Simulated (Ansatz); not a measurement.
Breaking a bond: GaH, singlet.

- RKS-PBE0 = restricted PBE0/cc-pVTZ (Ansatz, a quantum-chemistry and plane-wave program)
- RKS-PBE = restricted PBE/cc-pVTZ in Ansatz
- RKS-CAM-B3LYP = restricted CAM-B3LYP/cc-pVTZ (Ansatz)
- UCCSD(T) = CCSD(T) on UHF/cc-pVTZ, cores with 3d frozen (Ansatz)
- UKS-PBE0 = Ansatz with unrestricted PBE0/cc-pVTZ
- UKS-CAM-B3LYP = Ansatz with unrestricted CAM-B3LYP/cc-pVTZ
- UKS-PBE = unrestricted PBE/cc-pVTZ (Ansatz)
- FCI = full CI/cc-pVTZ, cores with 3d frozen (Ansatz)

Cost and accuracy over the 23 points of the scan, with FCI as yardstick. Costs are rough ratios of core time within Ansatz on shared cores, each with its mean field (Kohn-Sham runs search longer for lower solutions than correlated ones do); the miss is the largest error against full CI of the curve after the mean shift, in kcal/mol.

Q: Which of them comes closest to FCI within 2 times the cost of the cheapest?

A: RKS-PBE, 15.6 kcal/mol off at most.

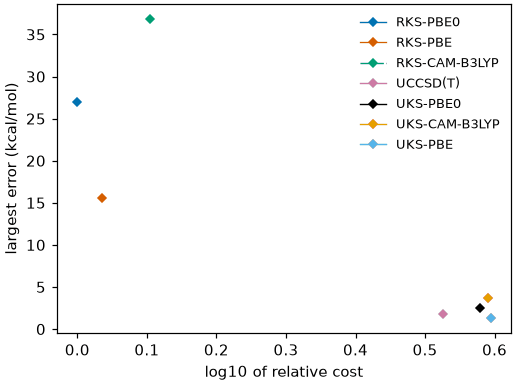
*Miss against cost, one point a level.*

```tsv
level	relative cost	largest error
RKS-PBE0	1	27.0
RKS-PBE	1	15.6
RKS-CAM-B3LYP	1	36.9
UCCSD(T)	3	1.8
UKS-PBE0	4	2.5
UKS-CAM-B3LYP	4	3.6
UKS-PBE	4	1.3
```

Costs within a factor of two of each other count as equal.

The restricted form behind RKS-PBE0, RKS-PBE, RKS-CAM-B3LYP keeps the bonding electrons paired and can't separate into open-shell fragments. The unrestricted determinant behind UCCSD(T) is spin-contaminated at 1.27 to 1.50, 2.54 to 6.68 Å (<S²> up to 1.0, against 0.00 for a pure singlet). The unrestricted determinant behind UKS-PBE0, UKS-CAM-B3LYP is spin-contaminated at 3.00 to 6.68 Å (<S²> up to 1.0, against 0.00 for a pure singlet). The unrestricted determinant behind UKS-PBE is spin-contaminated at 3.37 to 6.68 Å (<S²> up to 1.0, against 0.00 for a pure singlet).
